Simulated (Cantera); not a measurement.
A closed system holds: 1 mol CuO, 9.6 mol H2, 48 mol N2, at 4.50 Torr.

Method: chemical equilibrium by Gibbs-energy minimisation in Cantera with the NASA 1993 tables (ideal gas, pure condensed phases). Candidate condensed phases: Cu, CuO, Cu(OH)2, Cu2O, H2O; 27 gas species. Equilibrium is a limit: real reactors are often held back by kinetics, nucleation or transport.

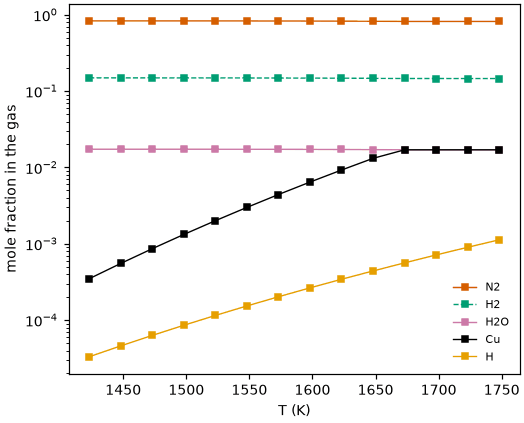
Figure. Equilibrium gas composition (values under 1e-9 drawn at 1e-9)

Question: Read off the mole fractions at 1498 K.

Answer: N2 about 0.83, H2 about 0.15, H2O about 0.017, Cu about 0.0013, H about 8.6e-5.
